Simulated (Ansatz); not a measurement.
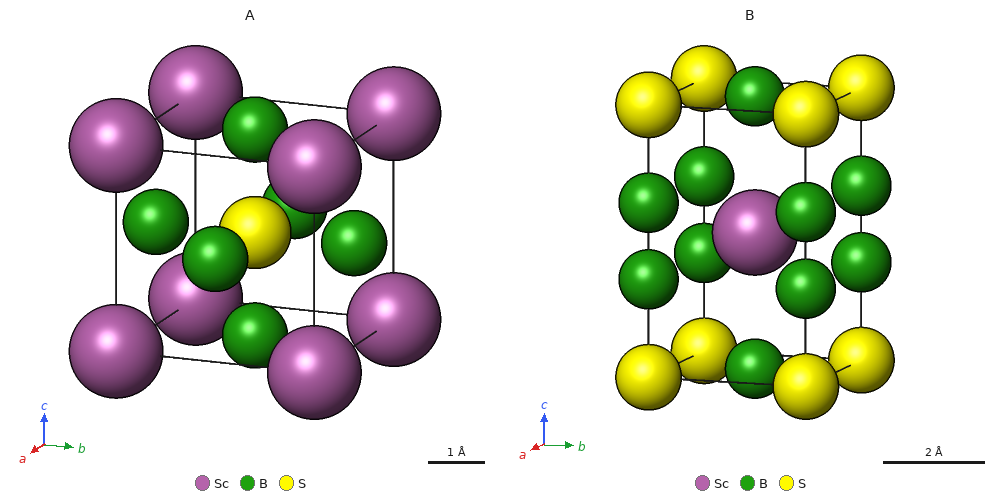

Two structures of ScB3S, each relaxed to rest (conventional cells in solid outline, small ones repeated, not to one scale). Method: DFT PBE, scalar-relativistic, plane waves, PAW (Ansatz 0.2.0), without spin polarisation.

Which two forms are compared?

A: cubic antiperovskite, Pm-3m. B: 5 atoms a cell on a primitive tetragonal lattice, P4/mmm.

A or B: which is lower in energy?

B is lower, by 354 meV/atom at this level of theory (energies at zero smearing). Volumes: A 11.6, B 12.0 Å³/atom.

One or both may be structure types tried for this composition rather than known phases.
